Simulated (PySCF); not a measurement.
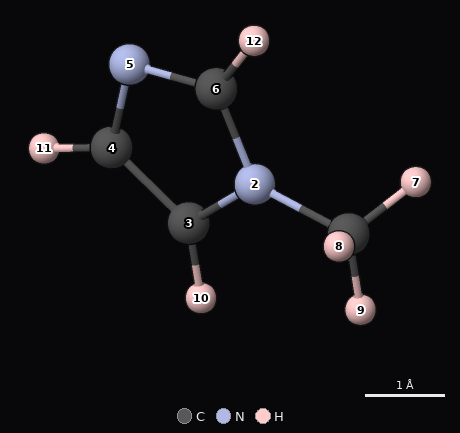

This is the input geometry for a relaxation of C4H6N2. Style: ball-and-stick. Shown at a tilt.

The start comes from MMFF94s.

All numbers below come from PySCF 2.14.0, density-fitted response routines, PBE0-D3(BJ)/def2-SVP geometry optimisation, gas phase.

```xyz
12

C    -1.6714   -0.1062   -0.0689
N    -0.2407    0.0472   -0.0168
C     0.6821   -0.9467    0.1365
C     1.8979   -0.3027    0.1246
N     1.7313    1.0495   -0.0314
C     0.4323    1.2305   -0.1138
H    -2.1113    0.4668    0.7512
H    -2.0251    0.2703   -1.0320
H    -1.9305   -1.1629    0.0349
H     0.4162   -1.9893    0.2378
H     2.8832   -0.7400    0.2200
H    -0.0641    2.1837   -0.2421
```

Where does the relaxation end?

The energy falls by 0.056 eV in 15 geometry steps. The largest force component goes from 0.72 to 0.023 eV/Å. The atom that moves furthest after the best rigid fit is H8 (0.87 Å). By element the largest moves are H 0.87 Å, C 0.23 Å, N 0.19 Å. Among the contacts that change: N2–C3 1.365 → 1.373 Å, C1–H7 1.093 → 1.101 Å, C3–H10 1.081 → 1.088 Å, C4–N5 1.371 → 1.365 Å. Among the angles between lasting bonds that change: N2–C1–H7 108.5° → 111.0°, H7–C1–H8 110.5° → 108.4°. Groups turn about C1–N2 by about 60°. The run took about 110 core-seconds on a shared host.

Final geometry:

```xyz
12

C    -1.6697   -0.1068   -0.0514
N    -0.2396    0.0535   -0.0267
C     0.6874   -0.9024    0.3067
C     1.9108   -0.2867    0.1811
N     1.7534    1.0101   -0.2157
C     0.4608    1.1815   -0.3317
H    -2.0571   -0.3515    0.9492
H    -2.1321    0.8326   -0.3814
H    -1.9661   -0.9035   -0.7503
H     0.3987   -1.9110    0.5935
H     2.8955   -0.7176    0.3603
H    -0.0418    2.1018   -0.6338
```

After the run, drawn alike:

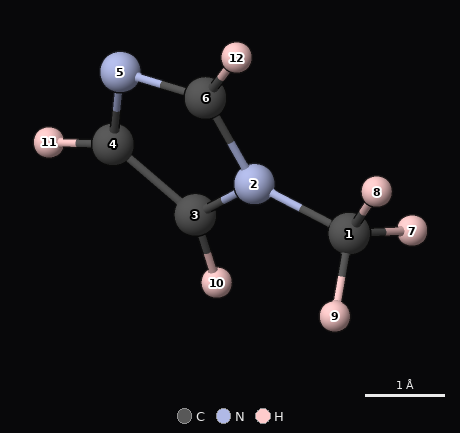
